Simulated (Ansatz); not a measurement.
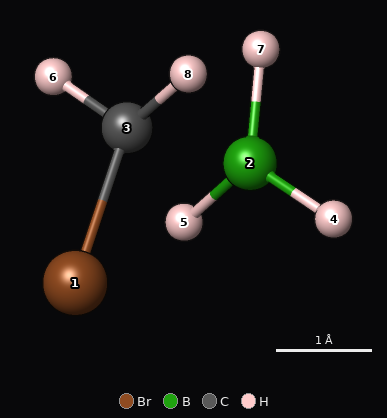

The input geometry (ball-and-stick view, seen at a tilt; atoms are numbered from 1 in the order of the input). Bond lengths as drawn: Br–C 1.85 Å, B–H 1.21 to 1.22 Å and C–H 1.09 Å.

**Molecular dynamics of CH$_{5}$BBr (part 1 of 3)**

The run: molecular dynamics of CH$_{5}$BBr, multiplicity 2. Method and program: UKS CAM-B3LYP-D4/def2-SVP (Ansatz 0.2.0).

It belongs to a series of runs on one base structure; here: dynamics from the highest image of the converged band. Figures and captions count atoms from 1; the log counts them from 0 in places.

Output
```
Engine: ansatz 0.2.0, aarch64-unknown-linux-gnu
Functional definition: CAM-B3LYP
  parameter alpha = 0.19
  parameter beta = 0.46
  parameter omega = 0.33/bohr
  parameter ac = 0.81
  exchange = (1 - alpha - beta)*b88_x + beta*b88_x_sr(omega) + alpha*exact_x + beta*exact_x_lr(omega)
  correlation = (1 - ac)*vwn5_c + ac*lyp_c
930 factors; integrals over basis functions are off by at most 4.3e-4 eV
278 factors; integrals over basis functions are off by at most 8.8e-7 eV
mean field evaluation 1: about -71827.5167 eV, gradient 2.1e1 eV
mean field evaluation 2: about -71827.6740 eV, gradient 2.4e1 eV
mean field evaluation 4: about -71830.4370 eV, gradient 1.4e0 eV
mean field evaluation 8: about -71830.4840 eV, gradient 6.9e-2 eV
mean field evaluation 16: about -71830.4841 eV, gradient 1.6e-4 eV
mean field -71830.48413719 eV, -2639.7216035910 hartree, gradient 2.6e-5 eV, S^2 0.754660; 0 other end points of the search recorded, 0 dependent functions left out
the calculation of the forces begins
reference -71830.48425559 eV, -2639.7216079421 hartree; 26, 25 occupied and 59, 60 virtual orbitals, 930 factors
md step     0: t =     0.00 fs  T =   100.0 K  F+E_penalty+E_count = -71830.59493863 eV  E_kin = 0.077556 eV  conserved = -71830.51738263 eV  (33 SCF iters)
these checks for a lower state are left out or cut short: starts, cluster_reference, orbital_swaps, neighbouring_geometries, increment
930 factors; integrals over basis functions are off by at most 4.3e-4 eV
278 factors; integrals over basis functions are off by at most 8.8e-7 eV
mean field -71830.48313947 eV, -2639.7215669253 hartree, gradient 9.3e-6 eV, S^2 0.754660; 0 other end points of the search recorded, 0 dependent functions left out
the calculation of the forces begins
reference -71830.48325787 eV, -2639.7215712764 hartree; 26, 25 occupied and 59, 60 virtual orbitals, 930 factors
md step     1: t =     0.50 fs  T =    98.8 K  F+E_penalty+E_count = -71830.59397462 eV  E_kin = 0.076599 eV  conserved = -71830.51737588 eV  (31 SCF iters)
[... from here on the SCF iterations and repeated set-up lines of each step are left out, up to the last step ...]
md step     2: t =     1.00 fs  T =    95.1 K  F+E_penalty+E_count = -71830.59113342 eV  E_kin = 0.073780 eV  conserved = -71830.51735308 eV  (31 SCF iters)
md step     3: t =     1.50 fs  T =    89.6 K  F+E_penalty+E_count = -71830.58678136 eV  E_kin = 0.069461 eV  conserved = -71830.51732019 eV  (30 SCF iters)
md step     4: t =     2.00 fs  T =    82.7 K  F+E_penalty+E_count = -71830.58144257 eV  E_kin = 0.064157 eV  conserved = -71830.51728529 eV  (31 SCF iters)
md step     5: t =     2.50 fs  T =    75.3 K  F+E_penalty+E_count = -71830.57567354 eV  E_kin = 0.058418 eV  conserved = -71830.51725580 eV  (31 SCF iters)
md step     6: t =     3.00 fs  T =    68.0 K  F+E_penalty+E_count = -71830.56994493 eV  E_kin = 0.052708 eV  conserved = -71830.51723687 eV  (31 SCF iters)
md step     7: t =     3.50 fs  T =    61.0 K  F+E_penalty+E_count = -71830.56455953 eV  E_kin = 0.047329 eV  conserved = -71830.51723026 eV  (31 SCF iters)
md step     8: t =     4.00 fs  T =    54.7 K  F+E_penalty+E_count = -71830.55962469 eV  E_kin = 0.042391 eV  conserved = -71830.51723411 eV  (31 SCF iters)
md step     9: t =     4.50 fs  T =    48.8 K  F+E_penalty+E_count = -71830.55508261 eV  E_kin = 0.037839 eV  conserved = -71830.51724354 eV  (30 SCF iters)
md step    10: t =     5.00 fs  T =    43.2 K  F+E_penalty+E_count = -71830.55078808 eV  E_kin = 0.033536 eV  conserved = -71830.51725213 eV  (29 SCF iters)
md step    11: t =     5.50 fs  T =    37.9 K  F+E_penalty+E_count = -71830.54661047 eV  E_kin = 0.029357 eV  conserved = -71830.51725383 eV  (30 SCF iters)
md step    12: t =     6.00 fs  T =    32.6 K  F+E_penalty+E_count = -71830.54252826 eV  E_kin = 0.025283 eV  conserved = -71830.51724516 eV  (30 SCF iters)
md step    13: t =     6.50 fs  T =    27.7 K  F+E_penalty+E_count = -71830.53868286 eV  E_kin = 0.021456 eV  conserved = -71830.51722654 eV  (31 SCF iters)
md step    14: t =     7.00 fs  T =    23.4 K  F+E_penalty+E_count = -71830.53536927 eV  E_kin = 0.018166 eV  conserved = -71830.51720291 eV  (30 SCF iters)
md step    15: t =     7.50 fs  T =    20.3 K  F+E_penalty+E_count = -71830.53296035 eV  E_kin = 0.015779 eV  conserved = -71830.51718157 eV  (31 SCF iters)
md step    16: t =     8.00 fs  T =    18.9 K  F+E_penalty+E_count = -71830.53179151 eV  E_kin = 0.014622 eV  conserved = -71830.51716972 eV  (30 SCF iters)
md step    17: t =     8.50 fs  T =    19.2 K  F+E_penalty+E_count = -71830.53204858 eV  E_kin = 0.014877 eV  conserved = -71830.51717145 eV  (30 SCF iters)
md step    18: t =     9.00 fs  T =    21.3 K  F+E_penalty+E_count = -71830.53370399 eV  E_kin = 0.016518 eV  conserved = -71830.51718627 eV  (30 SCF iters)
md step    19: t =     9.50 fs  T =    24.9 K  F+E_penalty+E_count = -71830.53652433 eV  E_kin = 0.019315 eV  conserved = -71830.51720966 eV  (30 SCF iters)
md step    20: t =    10.00 fs  T =    29.5 K  F+E_penalty+E_count = -71830.54014092 eV  E_kin = 0.022906 eV  conserved = -71830.51723521 eV  (30 SCF iters)
md step    21: t =    10.50 fs  T =    34.7 K  F+E_penalty+E_count = -71830.54414967 eV  E_kin = 0.026892 eV  conserved = -71830.51725728 eV  (34 SCF iters)
md step    22: t =    11.00 fs  T =    39.9 K  F+E_penalty+E_count = -71830.54820051 eV  E_kin = 0.030928 eV  conserved = -71830.51727265 eV  (29 SCF iters)
md step    23: t =    11.50 fs  T =    44.8 K  F+E_penalty+E_count = -71830.55204890 eV  E_kin = 0.034768 eV  conserved = -71830.51728098 eV  (30 SCF iters)
md step    24: t =    12.00 fs  T =    49.4 K  F+E_penalty+E_count = -71830.55556232 eV  E_kin = 0.038278 eV  conserved = -71830.51728410 eV  (29 SCF iters)
md step    25: t =    12.50 fs  T =    53.4 K  F+E_penalty+E_count = -71830.55869199 eV  E_kin = 0.041407 eV  conserved = -71830.51728477 eV  (30 SCF iters)
md step    26: t =    13.00 fs  T =    56.9 K  F+E_penalty+E_count = -71830.56142840 eV  E_kin = 0.044143 eV  conserved = -71830.51728560 eV  (30 SCF iters)
md step    27: t =    13.50 fs  T =    59.9 K  F+E_penalty+E_count = -71830.56375936 eV  E_kin = 0.046471 eV  conserved = -71830.51728817 eV  (30 SCF iters)
md step    28: t =    14.00 fs  T =    62.3 K  F+E_penalty+E_count = -71830.56564430 eV  E_kin = 0.048352 eV  conserved = -71830.51729259 eV  (30 SCF iters)
md step    29: t =    14.50 fs  T =    64.1 K  F+E_penalty+E_count = -71830.56701200 eV  E_kin = 0.049714 eV  conserved = -71830.51729755 eV  (30 SCF iters)
md step    30: t =    15.00 fs  T =    65.1 K  F+E_penalty+E_count = -71830.56778191 eV  E_kin = 0.050481 eV  conserved = -71830.51730076 eV  (30 SCF iters)
md step    31: t =    15.50 fs  T =    65.2 K  F+E_penalty+E_count = -71830.56790128 eV  E_kin = 0.050602 eV  conserved = -71830.51729954 eV  (31 SCF iters)
md step    32: t =    16.00 fs  T =    64.6 K  F+E_penalty+E_count = -71830.56738514 eV  E_kin = 0.050093 eV  conserved = -71830.51729247 eV  (31 SCF iters)
md step    33: t =    16.50 fs  T =    63.3 K  F+E_penalty+E_count = -71830.56633914 eV  E_kin = 0.049059 eV  conserved = -71830.51728009 eV  (30 SCF iters)
md step    34: t =    17.00 fs  T =    61.5 K  F+E_penalty+E_count = -71830.56495049 eV  E_kin = 0.047685 eV  conserved = -71830.51726541 eV  (31 SCF iters)
md step    35: t =    17.50 fs  T =    59.6 K  F+E_penalty+E_count = -71830.56344137 eV  E_kin = 0.046188 eV  conserved = -71830.51725307 eV  (31 SCF iters)
md step    36: t =    18.00 fs  T =    57.7 K  F+E_penalty+E_count = -71830.56199785 eV  E_kin = 0.044750 eV  conserved = -71830.51724744 eV  (31 SCF iters)
md step    37: t =    18.50 fs  T =    56.0 K  F+E_penalty+E_count = -71830.56070320 eV  E_kin = 0.043453 eV  conserved = -71830.51725050 eV  (29 SCF iters)
md step    38: t =    19.00 fs  T =    54.5 K  F+E_penalty+E_count = -71830.55950870 eV  E_kin = 0.042248 eV  conserved = -71830.51726050 eV  (30 SCF iters)
md step    39: t =    19.50 fs  T =    52.9 K  F+E_penalty+E_count = -71830.55826090 eV  E_kin = 0.040989 eV  conserved = -71830.51727230 eV  (31 SCF iters)
md step    40: t =    20.00 fs  T =    50.9 K  F+E_penalty+E_count = -71830.55677870 eV  E_kin = 0.039499 eV  conserved = -71830.51728011 eV  (29 SCF iters)
md step    41: t =    20.50 fs  T =    48.6 K  F+E_penalty+E_count = -71830.55494576 eV  E_kin = 0.037667 eV  conserved = -71830.51727923 eV  (31 SCF iters)
md step    42: t =    21.00 fs  T =    45.8 K  F+E_penalty+E_count = -71830.55278084 eV  E_kin = 0.035512 eV  conserved = -71830.51726872 eV  (31 SCF iters)
md step    43: t =    21.50 fs  T =    42.8 K  F+E_penalty+E_count = -71830.55045393 eV  E_kin = 0.033203 eV  conserved = -71830.51725104 eV  (29 SCF iters)
md step    44: t =    22.00 fs  T =    40.0 K  F+E_penalty+E_count = -71830.54824567 eV  E_kin = 0.031014 eV  conserved = -71830.51723151 eV  (34 SCF iters)
md step    45: t =    22.50 fs  T =    37.7 K  F+E_penalty+E_count = -71830.54646565 eV  E_kin = 0.029250 eV  conserved = -71830.51721596 eV  (31 SCF iters)
md step    46: t =    23.00 fs  T =    36.3 K  F+E_penalty+E_count = -71830.54536166 eV  E_kin = 0.028153 eV  conserved = -71830.51720885 eV  (31 SCF iters)
md step    47: t =    23.50 fs  T =    35.9 K  F+E_penalty+E_count = -71830.54504937 eV  E_kin = 0.027837 eV  conserved = -71830.51721202 eV  (31 SCF iters)
md step    48: t =    24.00 fs  T =    36.4 K  F+E_penalty+E_count = -71830.54548242 eV  E_kin = 0.028258 eV  conserved = -71830.51722437 eV  (30 SCF iters)
md step    49: t =    24.50 fs  T =    37.7 K  F+E_penalty+E_count = -71830.54646956 eV  E_kin = 0.029227 eV  conserved = -71830.51724225 eV  (31 SCF iters)
md step    50: t =    25.00 fs  T =    39.3 K  F+E_penalty+E_count = -71830.54773188 eV  E_kin = 0.030471 eV  conserved = -71830.51726050 eV  (31 SCF iters)
md step    51: t =    25.50 fs  T =    40.9 K  F+E_penalty+E_count = -71830.54898406 eV  E_kin = 0.031710 eV  conserved = -71830.51727391 eV  (30 SCF iters)
md step    52: t =    26.00 fs  T =    42.2 K  F+E_penalty+E_count = -71830.55001664 eV  E_kin = 0.032738 eV  conserved = -71830.51727862 eV  (31 SCF iters)
md step    53: t =    26.50 fs  T =    43.2 K  F+E_penalty+E_count = -71830.55075629 eV  E_kin = 0.033483 eV  conserved = -71830.51727343 eV  (31 SCF iters)
md step    54: t =    27.00 fs  T =    43.9 K  F+E_penalty+E_count = -71830.55128421 eV  E_kin = 0.034024 eV  conserved = -71830.51726024 eV  (30 SCF iters)
md step    55: t =    27.50 fs  T =    44.6 K  F+E_penalty+E_count = -71830.55180498 eV  E_kin = 0.034561 eV  conserved = -71830.51724393 eV  (31 SCF iters)
md step    56: t =    28.00 fs  T =    45.6 K  F+E_penalty+E_count = -71830.55257228 eV  E_kin = 0.035342 eV  conserved = -71830.51723041 eV  (31 SCF iters)
md step    57: t =    28.50 fs  T =    47.2 K  F+E_penalty+E_count = -71830.55379697 eV  E_kin = 0.036572 eV  conserved = -71830.51722463 eV  (31 SCF iters)
md step    58: t =    29.00 fs  T =    49.4 K  F+E_penalty+E_count = -71830.55557032 eV  E_kin = 0.038342 eV  conserved = -71830.51722874 eV  (31 SCF iters)
md step    59: t =    29.50 fs  T =    52.3 K  F+E_penalty+E_count = -71830.55783114 eV  E_kin = 0.040590 eV  conserved = -71830.51724150 eV  (30 SCF iters)
md step    60: t =    30.00 fs  T =    55.6 K  F+E_penalty+E_count = -71830.56038633 eV  E_kin = 0.043128 eV  conserved = -71830.51725858 eV  (30 SCF iters)
md step    61: t =    30.50 fs  T =    58.9 K  F+E_penalty+E_count = -71830.56297403 eV  E_kin = 0.045699 eV  conserved = -71830.51727530 eV  (31 SCF iters)
md step    62: t =    31.00 fs  T =    62.0 K  F+E_penalty+E_count = -71830.56533805 eV  E_kin = 0.048050 eV  conserved = -71830.51728792 eV  (31 SCF iters)
md step    63: t =    31.50 fs  T =    64.5 K  F+E_penalty+E_count = -71830.56728672 eV  E_kin = 0.049992 eV  conserved = -71830.51729472 eV  (31 SCF iters)
md step    64: t =    32.00 fs  T =    66.3 K  F+E_penalty+E_count = -71830.56871965 eV  E_kin = 0.051424 eV  conserved = -71830.51729609 eV  (31 SCF iters)
md step    65: t =    32.50 fs  T =    67.5 K  F+E_penalty+E_count = -71830.56962266 eV  E_kin = 0.052329 eV  conserved = -71830.51729358 eV  (31 SCF iters)
md step    66: t =    33.00 fs  T =    68.0 K  F+E_penalty+E_count = -71830.57004292 eV  E_kin = 0.052754 eV  conserved = -71830.51728908 eV  (31 SCF iters)
md step    67: t =    33.50 fs  T =    68.0 K  F+E_penalty+E_count = -71830.57005816 eV  E_kin = 0.052774 eV  conserved = -71830.51728421 eV  (35 SCF iters)
md step    68: t =    34.00 fs  T =    67.7 K  F+E_penalty+E_count = -71830.56974956 eV  E_kin = 0.052470 eV  conserved = -71830.51728002 eV  (31 SCF iters)
md step    69: t =    34.50 fs  T =    66.9 K  F+E_penalty+E_count = -71830.56918284 eV  E_kin = 0.051906 eV  conserved = -71830.51727729 eV  (31 SCF iters)
md step    70: t =    35.00 fs  T =    65.9 K  F+E_penalty+E_count = -71830.56839754 eV  E_kin = 0.051122 eV  conserved = -71830.51727603 eV  (30 SCF iters)
md step    71: t =    35.50 fs  T =    64.6 K  F+E_penalty+E_count = -71830.56740620 eV  E_kin = 0.050130 eV  conserved = -71830.51727578 eV  (31 SCF iters)
md step    72: t =    36.00 fs  T =    63.1 K  F+E_penalty+E_count = -71830.56620268 eV  E_kin = 0.048927 eV  conserved = -71830.51727558 eV  (30 SCF iters)
md step    73: t =    36.50 fs  T =    61.3 K  F+E_penalty+E_count = -71830.56477793 eV  E_kin = 0.047504 eV  conserved = -71830.51727438 eV  (30 SCF iters)
md step    74: t =    37.00 fs  T =    59.1 K  F+E_penalty+E_count = -71830.56313753 eV  E_kin = 0.045866 eV  conserved = -71830.51727150 eV  (29 SCF iters)
md step    75: t =    37.50 fs  T =    56.8 K  F+E_penalty+E_count = -71830.56131280 eV  E_kin = 0.044046 eV  conserved = -71830.51726714 eV  (30 SCF iters)
md step    76: t =    38.00 fs  T =    54.3 K  F+E_penalty+E_count = -71830.55935868 eV  E_kin = 0.042096 eV  conserved = -71830.51726236 eV  (30 SCF iters)
md step    77: t =    38.50 fs  T =    51.7 K  F+E_penalty+E_count = -71830.55733850 eV  E_kin = 0.040080 eV  conserved = -71830.51725850 eV  (31 SCF iters)
md step    78: t =    39.00 fs  T =    49.1 K  F+E_penalty+E_count = -71830.55530495 eV  E_kin = 0.038049 eV  conserved = -71830.51725625 eV  (31 SCF iters)
md step    79: t =    39.50 fs  T =    46.5 K  F+E_penalty+E_count = -71830.55329032 eV  E_kin = 0.036035 eV  conserved = -71830.51725507 eV  (30 SCF iters)
md step    80: t =    40.00 fs  T =    43.9 K  F+E_penalty+E_count = -71830.55131479 eV  E_kin = 0.034061 eV  conserved = -71830.51725346 eV  (30 SCF iters)
md step    81: t =    40.50 fs  T =    41.5 K  F+E_penalty+E_count = -71830.54940843 eV  E_kin = 0.032158 eV  conserved = -71830.51724994 eV  (30 SCF iters)
md step    82: t =    41.00 fs  T =    39.2 K  F+E_penalty+E_count = -71830.54763183 eV  E_kin = 0.030388 eV  conserved = -71830.51724425 eV  (31 SCF iters)
md step    83: t =    41.50 fs  T =    37.2 K  F+E_penalty+E_count = -71830.54607868 eV  E_kin = 0.028841 eV  conserved = -71830.51723772 eV  (30 SCF iters)
md step    84: t =    42.00 fs  T =    35.6 K  F+E_penalty+E_count = -71830.54485416 eV  E_kin = 0.027621 eV  conserved = -71830.51723273 eV  (31 SCF iters)
md step    85: t =    42.50 fs  T =    34.6 K  F+E_penalty+E_count = -71830.54403825 eV  E_kin = 0.026807 eV  conserved = -71830.51723143 eV  (30 SCF iters)
md step    86: t =    43.00 fs  T =    34.1 K  F+E_penalty+E_count = -71830.54365235 eV  E_kin = 0.026418 eV  conserved = -71830.51723468 eV  (29 SCF iters)
md step    87: t =    43.50 fs  T =    34.0 K  F+E_penalty+E_count = -71830.54364562 eV  E_kin = 0.026404 eV  conserved = -71830.51724172 eV  (29 SCF iters)
md step    88: t =    44.00 fs  T =    34.4 K  F+E_penalty+E_count = -71830.54390682 eV  E_kin = 0.026656 eV  conserved = -71830.51725058 eV  (29 SCF iters)
md step    89: t =    44.50 fs  T =    34.9 K  F+E_penalty+E_count = -71830.54429524 eV  E_kin = 0.027036 eV  conserved = -71830.51725889 eV  (29 SCF iters)
md step    90: t =    45.00 fs  T =    35.3 K  F+E_penalty+E_count = -71830.54467861 eV  E_kin = 0.027414 eV  conserved = -71830.51726460 eV  (29 SCF iters)
md step    91: t =    45.50 fs  T =    35.7 K  F+E_penalty+E_count = -71830.54496599 eV  E_kin = 0.027700 eV  conserved = -71830.51726645 eV  (33 SCF iters)
md step    92: t =    46.00 fs  T =    35.9 K  F+E_penalty+E_count = -71830.54512849 eV  E_kin = 0.027864 eV  conserved = -71830.51726411 eV  (30 SCF iters)
md step    93: t =    46.50 fs  T =    36.0 K  F+E_penalty+E_count = -71830.54520397 eV  E_kin = 0.027946 eV  conserved = -71830.51725830 eV  (29 SCF iters)
md step    94: t =    47.00 fs  T =    36.1 K  F+E_penalty+E_count = -71830.54528505 eV  E_kin = 0.028034 eV  conserved = -71830.51725072 eV  (29 SCF iters)
md step    95: t =    47.50 fs  T =    36.4 K  F+E_penalty+E_count = -71830.54549118 eV  E_kin = 0.028247 eV  conserved = -71830.51724380 eV  (29 SCF iters)
```
